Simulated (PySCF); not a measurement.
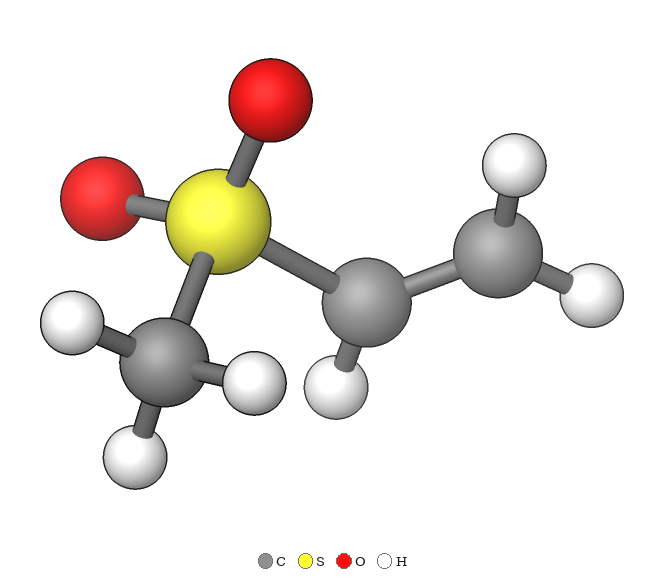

Ball-and-stick drawing of a structure.

The geometry was computed by an optimisation with GFN2-xTB. No frequency run is at hand to confirm it as a minimum.

Question: What is the molecular formula?

Answer: C3H6O2S, 12 atoms: 3 carbon, 6 hydrogen, 2 oxygen and 1 sulfur.

Question: Describe its rings.

Answer: It has no ring.

Question: Name functional groups in it.

Answer: Among them: alkene, sulfone.

More results for the same structure follow; atom numbers are the same in all pictures, views and colours differ.

Geometry

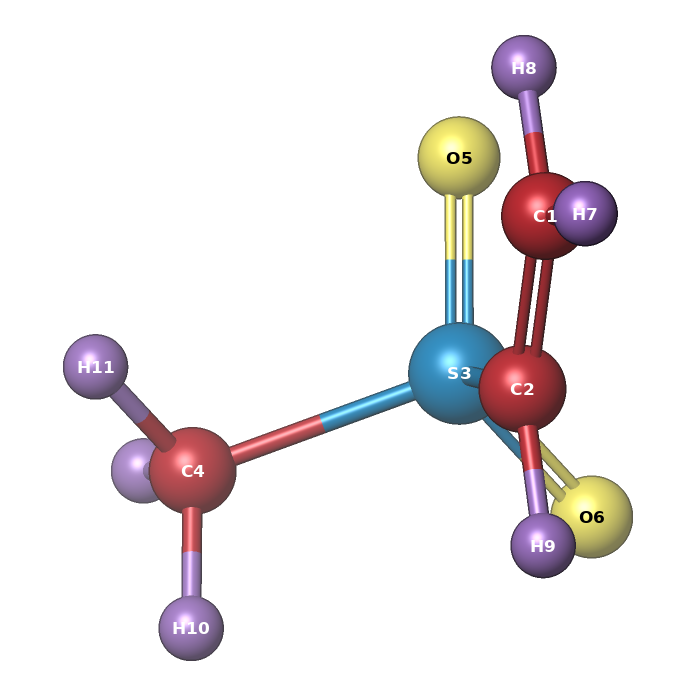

S3 lies behind C2. The molecule seen a little off the C2–S3 bond, C2 in front. Atoms fade into the background with distance from the viewer. No frequency run is at hand to confirm it as a minimum.

Question: What is the torsion angle C1–C2–S3–O5? The sign is positive where the front bond must turn clockwise to cover the back bond.

Answer: 4°, synperiplanar (eclipsed).

Electronic properties

No frequency run is at hand to confirm it as a minimum. Method: PBE0/pcSseg-1, gas phase (PySCF 2.14.0).

Question: Give the dipole moment at this level.

Answer: 4.66 D.

Question: What is the HOMO energy (Kohn–Sham orbital)?

Answer: −8.37 eV.

Question: What is the HOMO–LUMO gap?

Answer: 7.22 eV.

NMR shielding

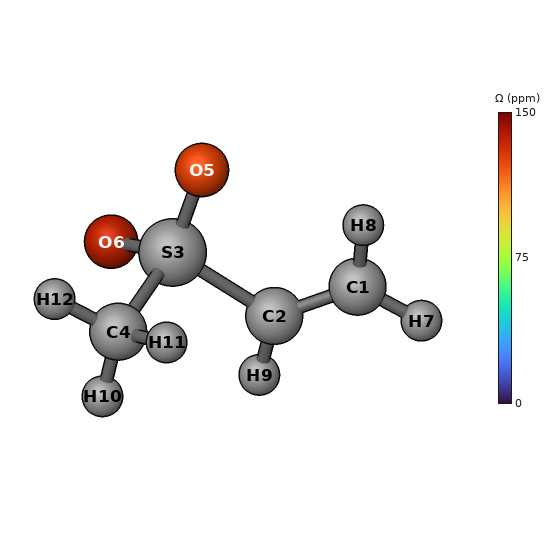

The O atoms are coloured by the span of their shielding tensor. No frequency run is at hand to confirm it as a minimum. Properties computed with GIAO PBE0/pcSseg-1 NMR shielding, non-relativistic, gas phase (PySCF 2.14.0). Principal shieldings σ11 ≤ σ22 ≤ σ33, span Ω = σ33 − σ11, skew κ = 3(σiso − σ22)/Ω.

Give the shielding tensors of the O atoms.

```
atom   σ11    σ22    σ33   σiso      Ω     κ
  O5  85.9  127.6  211.5  141.7  125.6  0.34
  O6  65.6  101.7  201.1  122.8  135.5  0.47
```

Shieldings and span in ppm.

Quadrupole coupling

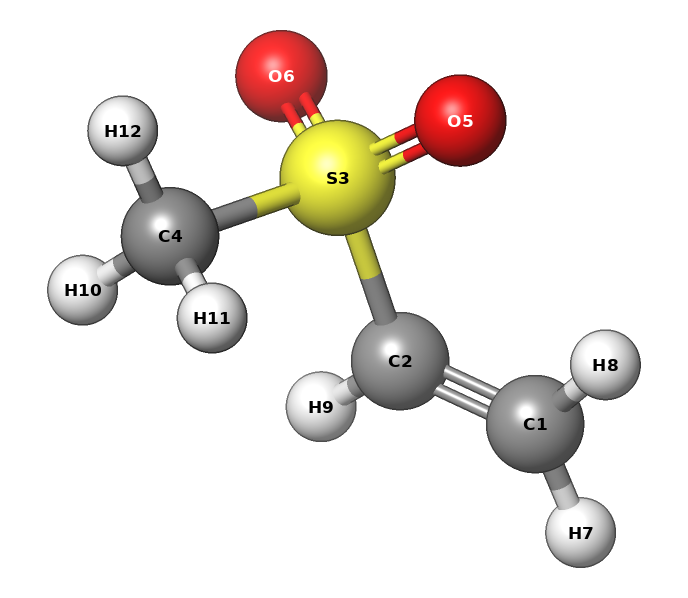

No frequency run is at hand to confirm it as a minimum. Electric field gradients from the ground-state density, PBE0/pcSseg-1 (PySCF 2.14.0), non-relativistic apart from any core potentials.

Give the largest field-gradient component, the quadrupole coupling constant and the asymmetry for 33S at S3 (Q = −67.81 mb), 17O at O5 (Q = −25.6 mb), 17O at O6 (Q = −25.6 mb), 2H at H7 (Q = 2.86 mb), 2H at H8 (Q = 2.86 mb).

```
atom  V_zz (a.u.)  e²qQ/h (MHz)     η
  S3       −0.203          3.24  0.00
  O5        1.341         −8.06  0.11
  O6        1.358         −8.17  0.09
  H7        0.331         0.223  0.02
  H8        0.322         0.216  0.03
```

Bond orders

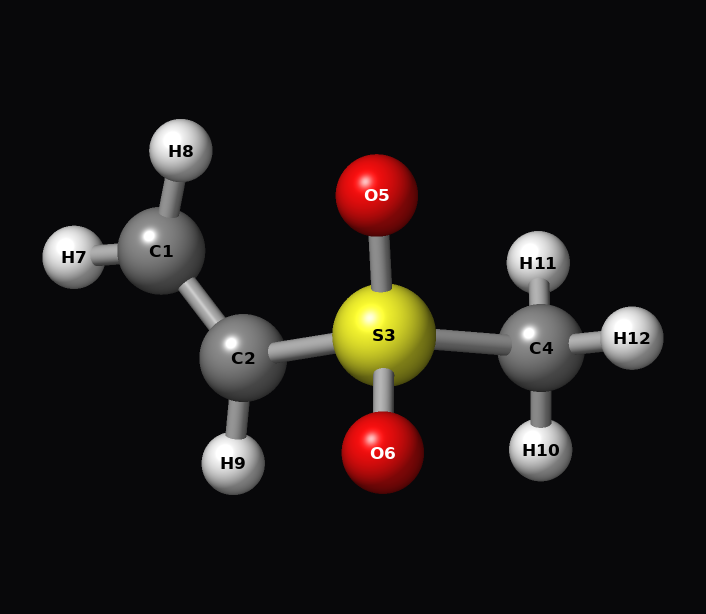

Every bond is drawn as one stick. No frequency run is at hand to confirm it as a minimum. Level of theory: PBE0/pcSseg-1 (PySCF 2.14.0).

List the Mayer bond orders of C1–C2, C1–H7, C1–H8, C2–S3, C2–H9, S3–C4, S3–O5, S3–O6, C4–H10, C4–H11, C4–H12.

```csv
bond,Mayer order,length (Å)
C1–C2,1.94,1.313
C1–H7,0.95,1.078
C1–H8,0.94,1.078
C2–S3,0.86,1.798
C2–H9,0.93,1.075
S3–C4,0.89,1.818
S3–O5,1.74,1.437
S3–O6,1.73,1.437
C4–H10,0.94,1.082
C4–H11,0.94,1.082
C4–H12,0.94,1.083
```
